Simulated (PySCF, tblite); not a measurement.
**C5H11Si2 radical: geometry, infrared bands and EPR parameters**

Aim: predict the infrared bands and EPR parameters of C5H11Si2 radical (`[H]/[C]=C(C)\C([SiH3])=C/[SiH3]`).

The runs use tblite 0.8.0 and PySCF 2.14.0, with density-fitted response routines of our own; the level of theory stands in each step. All values are computed, except where a source is named. Atoms count from 0, in the outputs and in this text.

## Step 1: The molecule as given

18 atoms, charge 0, multiplicity 2; geometry from: force field or distance geometry start.

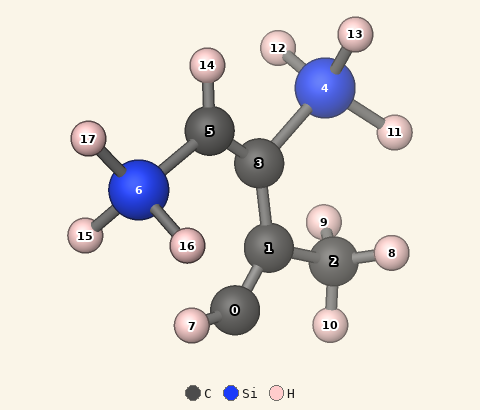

The starting geometry (carbon dark grey, silicon blue, hydrogen pink), atoms numbered.

## Step 2: Optimising the geometry with GFN2-xTB

The job: settings as JSON, then the geometry in Å.

```
{"job": {"kind": "relax", "xc": "GFN2-xTB", "basis": "xTB"}, "charge": 0, "multiplicity": 2}
C     -0.716900     1.896100    -0.172500
C     -0.724200     0.655300    -0.365900
C     -1.906800     0.130800    -1.171900
C      0.172500    -0.409700     0.023200
Si    -0.247600    -2.176900    -0.478500
C      1.271600    -0.313500     0.719600
Si     1.915200     1.286700     1.344500
H     -0.136800     2.586800     0.296500
H     -2.573600    -0.353900    -0.428900
H     -1.560800    -0.509800    -1.971900
H     -2.443100     1.003200    -1.574300
H     -1.691300    -2.213200    -0.863900
H      0.605300    -2.562700    -1.584500
H     -0.068100    -2.981700     0.728700
H      1.880400    -1.193700     0.964100
H      2.150900     2.192300     0.204600
H      0.881400     1.850900     2.264600
H      3.183100     1.119400     2.054800
```

On the command line:

```
$ OMP_NUM_THREADS=1 python probes_run.py task.json out
```

The driver reads the jobs from task.json and runs them one after another.

Standard output:

```text
step      E/eV     max force
  0    -532.86861    3.160
  1    -533.06102    2.029
  2    -533.16013    1.023
  3    -533.21123    0.743
  4    -533.28046    0.661
  5    -533.33998    0.653
  6    -533.38647    0.513
  7    -533.41194    0.298
  8    -533.42973    0.292
  9    -533.44456    0.335
 10    -533.45934    0.399
 11    -533.47065    0.275
 12    -533.47772    0.175
 13    -533.48341    0.177
 14    -533.48927    0.171
 15    -533.49413    0.141
 16    -533.49704    0.122
 17    -533.49867    0.093
 18    -533.49998    0.085
 19    -533.50159    0.107
 20    -533.50357    0.118
 21    -533.50560    0.137
 22    -533.50731    0.118
 23    -533.50859    0.084
 24    -533.50948    0.073
 25    -533.51014    0.066
 26    -533.51073    0.059
 27    -533.51132    0.062
 28    -533.51198    0.078
 29    -533.51270    0.075
 30    -533.51341    0.061
 31    -533.51413    0.084
 32    -533.51503    0.093
 33    -533.51633    0.119
 34    -533.51806    0.125
 35    -533.51998    0.118
 36    -533.52145    0.098
 37    -533.52247    0.090
 38    -533.52347    0.098
 39    -533.52430    0.070
 40    -533.52488    0.061
 41    -533.52534    0.061
 42    -533.52582    0.057
 43    -533.52640    0.076
 44    -533.52701    0.075
 45    -533.52750    0.050
 46    -533.52789    0.045
 47    -533.52823    0.047
 48    -533.52862    0.051
 49    -533.52902    0.046
 50    -533.52944    0.047
 51    -533.52992    0.055
 52    -533.53046    0.055
 53    -533.53102    0.055
 54    -533.53158    0.059
 55    -533.53229    0.078
 56    -533.53334    0.089
 57    -533.53479    0.092
 58    -533.53638    0.081
 59    -533.53778    0.096
 60    -533.53932    0.110
 61    -533.54166    0.134
 62    -533.54461    0.151
 63    -533.54703    0.128
 64    -533.54301    0.283
 65    -533.54915    0.087
 66    -533.54973    0.079
 67    -533.55290    0.083
 68    -533.55418    0.082
 69    -533.55643    0.081
 70    -533.55770    0.078
 71    -533.55900    0.063
 72    -533.55982    0.077
 73    -533.56064    0.080
 74    -533.56142    0.064
 75    -533.56268    0.058
 76    -533.56330    0.050
 77    -533.56384    0.047
 78    -533.56414    0.045
 79    -533.56449    0.049
 80    -533.56490    0.069
 81    -533.56536    0.088
 82    -533.56576    0.068
 83    -533.56612    0.040
 84    -533.56651    0.064
 85    -533.56705    0.085
 86    -533.56780    0.115
 87    -533.56873    0.110
 88    -533.56962    0.069
 89    -533.57023    0.053
 90    -533.57062    0.120
 91    -533.57133    0.092
 92    -533.57245    0.101
 93    -533.57434    0.119
 94    -533.57633    0.099
 95    -533.57848    0.115
 96    -533.58058    0.156
 97    -533.58215    0.127
 98    -533.58473    0.095
 99    -533.58652    0.087
100    -533.58942    0.092
101    -533.59145    0.124
102    -533.59337    0.120
103    -533.59513    0.139
104    -533.59691    0.096
105    -533.59879    0.086
106    -533.60032    0.067
107    -533.60108    0.093
108    -533.60158    0.067
109    -533.60231    0.066
110    -533.60351    0.071
111    -533.60463    0.075
112    -533.60554    0.065
113    -533.60655    0.093
114    -533.60794    0.095
115    -533.60996    0.097
116    -533.61263    0.125
117    -533.61628    0.134
118    -533.62016    0.168
119    -533.62278    0.148
120    -533.62531    0.131
121    -533.62766    0.183
122    -533.63059    0.123
123    -533.63360    0.128
124    -533.63497    0.198
125    -533.63725    0.196
126    -533.64086    0.136
127    -533.64538    0.132
128    -533.65204    0.128
129    -533.65683    0.135
130    -533.66176    0.170
131    -533.66732    0.237
132    -533.67114    0.292
133    -533.67910    0.194
134    -533.68470    0.139
135    -533.68915    0.185
136    -533.69220    0.127
137    -533.69413    0.089
138    -533.69482    0.069
139    -533.69541    0.073
140    -533.69643    0.095
141    -533.69734    0.097
142    -533.69798    0.051
143    -533.69848    0.050
144    -533.69888    0.048
145    -533.69927    0.052
146    -533.69974    0.057
147    -533.70026    0.047
148    -533.70058    0.041
149    -533.70079    0.039
150    -533.70102    0.033
151    -533.70122    0.027
152    -533.70135    0.021
153    -533.70143    0.020
154    -533.70150    0.019
155    -533.70158    0.017
156    -533.70164    0.016
157    -533.70168    0.013
158    -533.70171    0.012
159    -533.70173    0.014
160    -533.70177    0.014
161    -533.70180    0.014
162    -533.70184    0.013
163    -533.70187    0.013
164    -533.70190    0.013
165    -533.70194    0.014
166    -533.70198    0.012
167    -533.70203    0.013
168    -533.70206    0.014
169    -533.70209    0.014
170    -533.70212    0.017
171    -533.70217    0.016
172    -533.70223    0.019
173    -533.70229    0.021
174    -533.70236    0.019
175    -533.70243    0.022
176    -533.70251    0.023
177    -533.70259    0.019
178    -533.70268    0.027
179    -533.70277    0.028
180    -533.70287    0.026
181    -533.70300    0.022
182    -533.70312    0.023
183    -533.70323    0.028
184    -533.70333    0.026
185    -533.70345    0.027
186    -533.70356    0.023
187    -533.70362    0.016
188    -533.70365    0.013
189    -533.70367    0.010
```

Wall time 1.7 s (1 thread of AMD EPYC 7B13, shared host).

The steps of the relaxation: (not every step is listed)

| step | energy from step 0 (eV) | largest force (eV/Å) |
| --- | --- | --- |
| 0 | 0.0000 | 3.1604 |
| 1 | -0.1924 | 2.0289 |
| 2 | -0.2915 | 1.0234 |
| 3 | -0.3426 | 0.7433 |
| 4 | -0.4118 | 0.6608 |
| 5 | -0.4714 | 0.6530 |
| 6 | -0.5179 | 0.5126 |
| 7 | -0.5433 | 0.2983 |
| 8 | -0.5611 | 0.2919 |
| 25 | -0.6415 | 0.0660 |
| 42 | -0.6572 | 0.0571 |
| 59 | -0.6692 | 0.0961 |
| 76 | -0.6947 | 0.0504 |
| 93 | -0.7057 | 0.1193 |
| 110 | -0.7349 | 0.0707 |
| 127 | -0.7768 | 0.1322 |
| 144 | -0.8303 | 0.0481 |
| 161 | -0.8332 | 0.0139 |
| 178 | -0.8341 | 0.0272 |
| 184 | -0.8347 | 0.0264 |
| 185 | -0.8348 | 0.0273 |
| 186 | -0.8350 | 0.0233 |
| 187 | -0.8350 | 0.0161 |
| 188 | -0.8350 | 0.0130 |
| 189 | -0.8351 | 0.0102 |

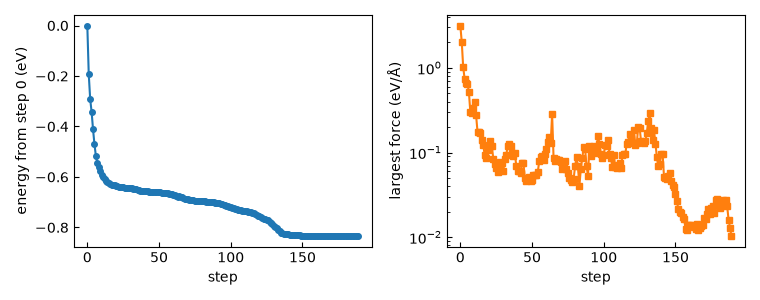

Energy and force, step by step.

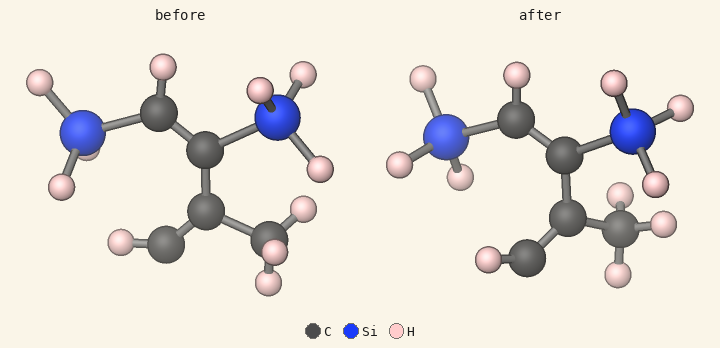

The geometry before (left) and after (right).

Distances of close pairs at the start and the end, largest changes first:

| bond | before (Å) | after (Å) | change (Å) |
| --- | --- | --- | --- |
| C1–C3 | 1.446 | 1.496 | +0.050 |
| C0–H7 | 1.017 | 1.066 | +0.049 |
| C5–Si6 | 1.834 | 1.882 | +0.048 |
| C0–C1 | 1.256 | 1.296 | +0.041 |
| Si4–H11 | 1.495 | 1.464 | -0.031 |
| C3–C5 | 1.305 | 1.334 | +0.029 |
| Si6–H16 | 1.495 | 1.466 | -0.028 |
| C1–C2 | 1.524 | 1.501 | -0.023 |

The end geometry stands in the next job.

## Step 3: Harmonic vibrations with GFN2-xTB

The job: settings as JSON, then the geometry in Å.

```
{"job": {"kind": "ir", "xc": "GFN2-xTB", "basis": "xTB"}, "charge": 0, "multiplicity": 2}
C     -1.315188     1.426497     0.587272
C     -0.890217     0.544466    -0.262534
C     -1.276622     0.482759    -1.711842
C      0.029656    -0.539400     0.202798
Si    -0.619203    -2.308234     0.004407
C      1.218162    -0.262059     0.741553
Si     1.993814     1.437315     0.972181
H     -1.191250     1.615142     1.628915
H     -1.825114    -0.436326    -1.916349
H     -0.381769     0.488461    -2.333162
H     -1.898877     1.334211    -1.973667
H     -2.059686    -2.320868     0.265487
H     -0.355833    -2.762701    -1.365204
H      0.081284    -3.177371     0.950620
H      1.821070    -1.102422     1.069992
H      1.557506     2.370304    -0.064156
H      1.655309     1.956100     2.301120
H      3.448198     1.260443     0.890910
```

Standard output:

```text
mode    cm-1     km/mol
  1      40.2      0.25
  2      88.5      0.21
  3      95.7      0.41
  4     122.1      0.03
  5     143.9      0.93
  6     149.1      0.70
  7     180.5      0.19
  8     206.1      0.43
  9     303.6      0.70
 10     350.9      3.19
 11     424.7      1.98
 12     466.3      6.13
 13     514.2     22.21
 14     536.1     68.12
 15     550.8    111.85
 16     587.0     43.81
 17     665.0     15.49
 18     677.8      9.49
 19     733.7     78.78
 20     765.5    329.29
 21     780.7    552.59
 22     782.5    143.40
 23     788.0     68.83
 24     791.3    255.06
 25     797.1    162.44
 26     805.8    103.15
 27     810.2    131.36
 28     936.0     30.28
 29    1012.4      3.53
 30    1037.0      4.37
 31    1135.3     12.76
 32    1259.3     13.04
 33    1386.8      4.10
 34    1472.4      5.05
 35    1477.4      3.75
 36    1602.1     34.25
 37    1711.5      8.64
 38    2227.8    280.35
 39    2233.5    354.34
 40    2236.5    278.84
 41    2260.6    346.72
 42    2262.2    209.16
 43    2281.4    279.65
 44    2999.4     28.29
 45    3001.2     41.47
 46    3012.8     19.26
 47    3048.0     20.33
 48    3181.7     23.54
```

Wall time 0.81 s (1 thread of AMD EPYC 7B13, shared host).

The strongest bands and the atoms that carry them (share of the mass-weighted mode):

| cm⁻¹ | km/mol | atoms |
| --- | --- | --- |
| 766 | 329.3 | H15 23 %, H16 18 %, C5 15 %, H11 11 % |
| 781 | 552.6 | H11 20 %, H12 19 %, H13 11 %, C5 10 % |
| 791 | 255.1 | H12 46 %, H13 29 % |
| 2228 | 280.4 | H17 68 %, H16 24 % |
| 2234 | 354.3 | H12 91 % |
| 2236 | 278.8 | H16 72 %, H17 24 % |
| 2261 | 346.7 | H11 89 % |
| 2281 | 279.6 | H15 96 % |

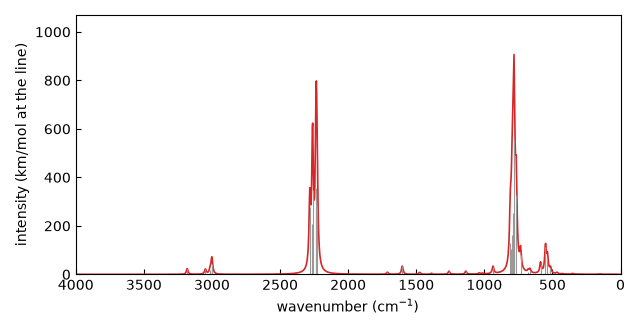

The infrared spectrum from these modes, unscaled. Lines are broadened to a width of 14 cm⁻¹ (Lorentzian).

## Step 4: EPR parameters: B3LYP/pcH-1

Settings changed since step 3:

```diff
@@ -1,2 +1,2 @@
-{"job": {"kind": "ir", "xc": "GFN2-xTB", "basis": "xTB"}, "charge": 0, "multiplicity": 2}
+{"job": {"kind": "epr", "basis": "pcH-1"}, "charge": 0, "multiplicity": 2}
 C     -1.315188     1.426497     0.587272
```

Method: UKS B3LYP, pcH-1 on C H Si, non-relativistic, mean-field spin-orbit, GIAO.

Standard output:

```text
UKS, coarse grid
  cycle   1  E = -775.99460297  |g| = 3.21e-01
  cycle   2  E = -775.98665994  |g| = 3.34e-01
  cycle   3  E = -776.04341343  |g| = 6.57e-02
  cycle   4  E = -776.04503066  |g| = 4.06e-02
  cycle   5  E = -776.04594206  |g| = 9.02e-03
  cycle   6  E = -776.04599408  |g| = 5.86e-03
  cycle   7  E = -776.04601834  |g| = 2.48e-03
  cycle   8  E = -776.04602860  |g| = 1.35e-03
  cycle   9  E = -776.04603154  |g| = 5.97e-04
UKS, final grid
  cycle   1  E = -776.04593264  |g| = 6.44e-04
  cycle   2  E = -776.04593263  |g| = 9.14e-04
  cycle   3  E = -776.04593306  |g| = 1.84e-04
  cycle   4  E = -776.04593311  |g| = 1.68e-04
  cycle   5  E = -776.04593317  |g| = 5.46e-05
  cycle   6  E = -776.04593317  |g| = 1.58e-05
E = -776.04593317 Eh   <S^2> = 0.7589 (exact 0.7500)
g shifts (ppm)      1          2          3
  rmc          -151       -151       -151
  gc             35         10        -24
  oz_so        -371         34        388
  total        -487       -106        213
hyperfine (MHz)  atom isotope    a_iso     a_fc   dipolar eigenvalues
    0   13C     311.27     311.39    -80.66    -58.94    139.61
    1   13C      -8.88      -8.88    -19.52      2.38     17.15
    2   13C      46.46      46.46     -4.32     -3.82      8.14
    3   13C      67.47      67.49     -7.54     -6.91     14.44
    4  29Si      -5.21      -5.22     -1.89      0.84      1.05
    5   13C      -5.52      -5.52     -1.91     -0.70      2.61
    6  29Si      -1.23      -1.24     -0.98      0.02      0.96
    7    1H      48.12      48.11    -31.68     -7.84     39.52
    8    1H      -8.50      -8.50     -2.82     -2.08      4.90
    9    1H      -6.90      -6.90     -2.69     -1.94      4.63
   10    1H      -3.23      -3.23     -5.91     -2.49      8.40
   11    1H      -0.25      -0.25     -1.23     -0.91      2.14
   12    1H      -0.88      -0.88     -0.81     -0.64      1.45
   13    1H       3.57       3.57     -0.75     -0.63      1.38
   14    1H       3.00       3.00     -1.94     -1.06      2.99
   15    1H       2.17       2.16     -2.26     -1.82      4.08
   16    1H      -0.88      -0.88     -1.66     -1.49      3.15
   17    1H      -0.54      -0.54     -0.73     -0.59      1.31
```

It took 85 s on 1 thread of AMD EPYC 7B13, shared host; peak memory 1 GiB.

Principal g values 2.00183, 2.00221, 2.00253; g(iso) = 2.00219, against 2.00232 for a free electron.

Hyperfine couplings; where a row names several nuclei, a(iso) is their mean (it holds for fast rotation or exchange) and the dipolar term the largest among them:

| nuclei | isotope | a(iso) (MHz) | a(iso) (G, at g = 2.0023) | largest dipolar term (MHz) |
| --- | --- | --- | --- | --- |
| C0 | 13C | 311.3 | 111.1 | 139.6 |
| C3 | 13C | 67.5 | 24.1 | 14.4 |
| H7 | 1H | 48.1 | 17.2 | 39.5 |
| C2 | 13C | 46.5 | 16.6 | 8.1 |
| C1 | 13C | -8.9 | -3.2 | -19.5 |
| H8, H9, H10 | 1H | -6.2 | -2.2 | 8.4 |
| C5 | 13C | -5.5 | -2.0 | 2.6 |
| Si4 | 29Si | -5.2 | -1.9 | -1.9 |
| H14 | 1H | 3.0 | 1.1 | 3.0 |
| Si6 | 29Si | -1.2 | -0.4 | -1.0 |
| H11, H12, H13 | 1H | 0.8 | 0.3 | 2.1 |
| H15, H16, H17 | 1H | 0.2 | 0.1 | 4.1 |

Mulliken spin populations:

C0 1.03; C1 -0.15; C2 0.04; C3 0.06; Si4 0.01; C5 0.01; Si6 0.00; H7 0.01; H8 0.00; H9 0.00; H10 0.00; H11 0.00; H12 0.00; H13 0.00; H14 0.00; H15 0.00; H16 0.00; H17 0.00

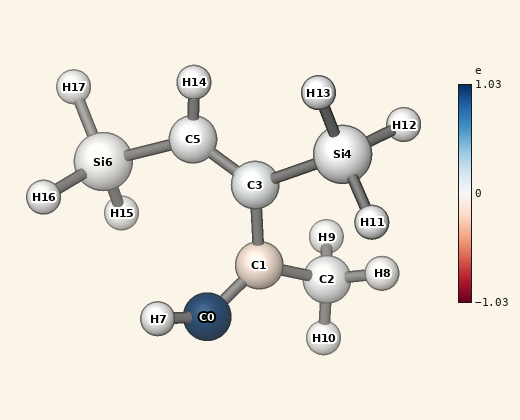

Mulliken spin populations, as colours on the atoms.

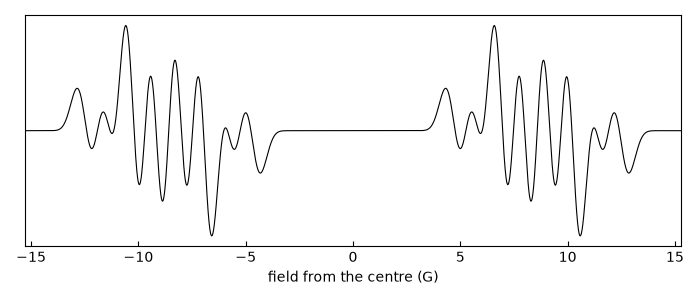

First-order isotropic spectrum (first derivative, main isotopes with spin only, couplings over 0.8 MHz, Gaussian width 0.3 G; couplings of the frozen geometry, rotation of groups not averaged beyond the rows shown).

Orbitals, density, ELF and potential are computed afterwards from the orbital file.

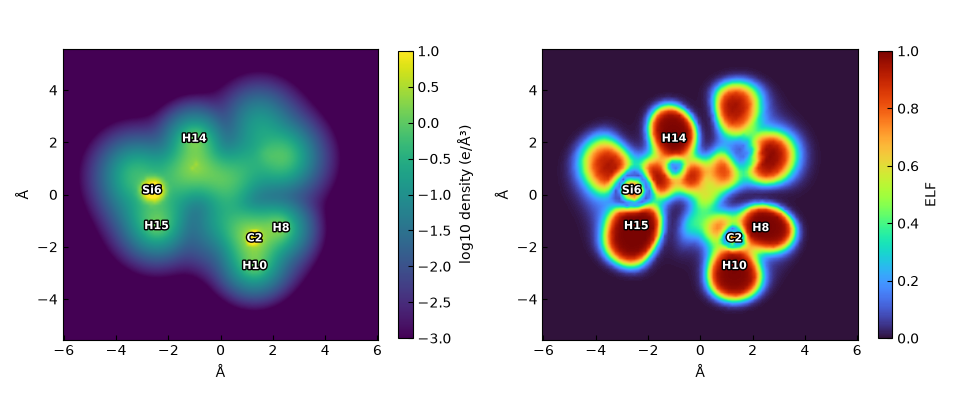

Density (left) and ELF (right) in a plane through or near 6 of the atoms.

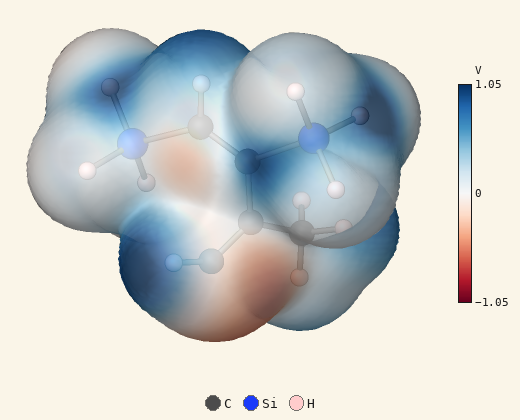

Electrostatic potential on the surface of density 0.002 e/bohr³; red is low, blue high. It runs from -0.53 V near C0 to 1.05 V near H7.

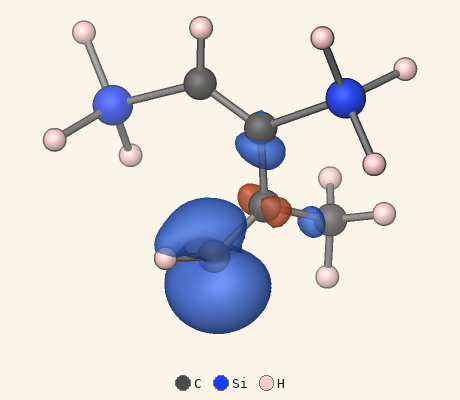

Spin density at ±0.05 e/Å³ (alpha excess blue, beta excess red).

## Step 5: What came out

```
                                                                  quantity                 value
                                 strongest single infrared mode (GFN2-xTB)  781 cm⁻¹, 553 km/mol
                                              zero-point energy (GFN2-xTB)         78.5 kcal/mol
                                                            g(iso) (B3LYP)               2.00219
                                                                      ⟨S²⟩    0.759 (exact 0.75)
                                        largest a(iso) (averaged by class)  13C on C0, 311.3 MHz
potential on the surface of density 0.002 e/bohr³, 1st and 99th percentile    -0.53 V and 1.05 V
```

What this shows: The optimisation took 189 steps and gained 0.835 eV; among the close pairs (by a distance rule), C1–C3 changed most, from 1.446 to 1.496 Å. No mode is imaginary among the 48: a minimum at this level. Unscaled tight-binding wavenumbers are off by several per cent, some by more. Its intensities can rank the bands wrongly. C0 carries the largest spin population, 1.03 e. The isotropic g lies 0.1 ppt below the free-electron value. These values are for one conformer; the search (at its own cheap level) found 2 more, at 0.14, 4.79 kcal/mol, and measured spectra average over such forms.
